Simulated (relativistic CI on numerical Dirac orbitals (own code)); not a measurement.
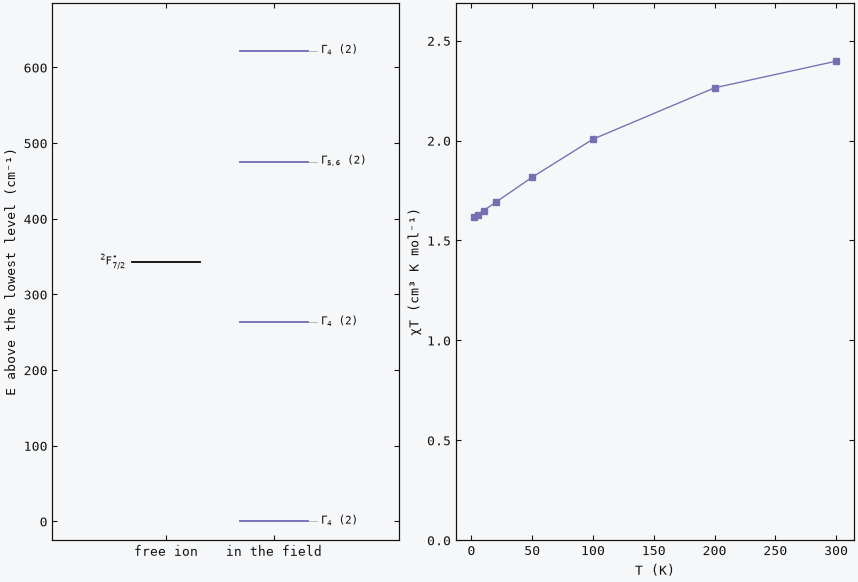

Tm²⁺ (4f¹³) in a field of D3d symmetry with B20 = −800, B40 = −40, B43 = −920, B60 = 200, B63 = 450, B66 = −230 cm⁻¹ (Wybourne parameters). Labels give the double-group representation and, in brackets, the degeneracy; the lowest 4 of 7 levels are drawn. Computed by relativistic CI on Dirac orbitals, KLI exchange-only orbitals, Breit term, model QED, valence Slater integrals scaled by 0.7 (radial Dirac CI code). One open-shell configuration in a parametric field without covalency; powder susceptibility by Van Vleck's formula.

Q: Describe the ground state and the magnetism.

A: The free ion's lowest level is ²F°₇/₂. The ground level is Γ₄, a Kramers doublet, with total spin S = 0.50 and J = 3.50 (from expectation values); its principal g values, for an effective spin of 1/2, are 0.62, 0.62 and 7.12. The next level lies at 263 cm⁻¹ (Γ₄). The field lowers the ground state by 343 cm⁻¹ against the free ion. χT is 1.62 cm³ K mol⁻¹ at 2 K, 1.82 at 50 K and 2.40 at 300 K, an effective moment of 4.38 μB at room temperature.

Limits of the model: the configuration is the one typed, which at low charge need not be the free ion's ground configuration.
